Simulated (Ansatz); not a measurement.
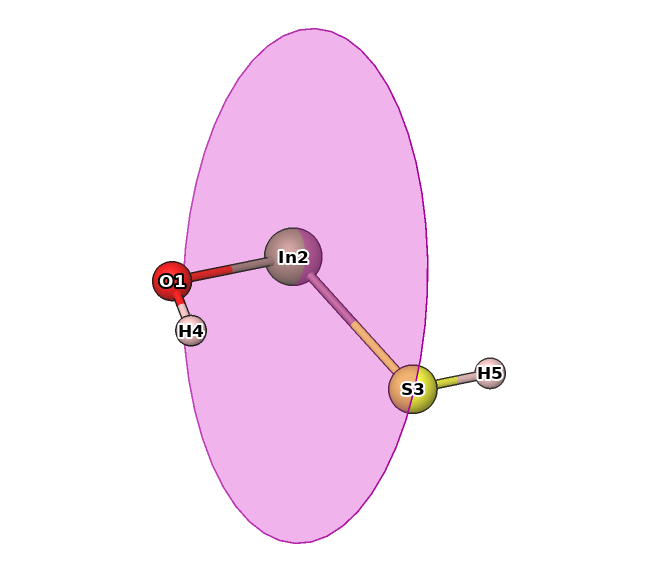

A disc through the centre of mass is drawn in. Atoms fade into the background with distance from the viewer. State: charge −1, singlet. The geometry was computed by an optimisation with PBE0-D4/def2-TZVPD. No frequency run is at hand to confirm it as a minimum.

Is the plane of the disc a mirror plane of the structure?

Answer. No. The point group is Cs, with 1 mirror plane, and this plane isn't one of its mirror planes.
